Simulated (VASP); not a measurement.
Band structure of RuAl (space group Pm-3m). Calculation: PBE GGA, VASP's PBE PAW potentials (set 64) (plane waves; VASP).

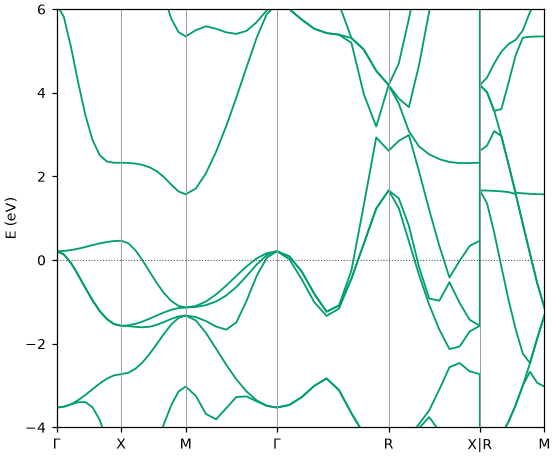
Figure: Bands along high-symmetry lines, zero at the valence-band maximum or, without a gap, the Fermi level

Problem. Read the plot: is there a gap, and where are the band edges?

Solution. It has no gap at this level: it comes out as a metal or semimetal.

The structure is a typed RuAl crystal. The cell was not relaxed at this level. The electron count is odd and the run is not spin-polarised, which forces a metal.
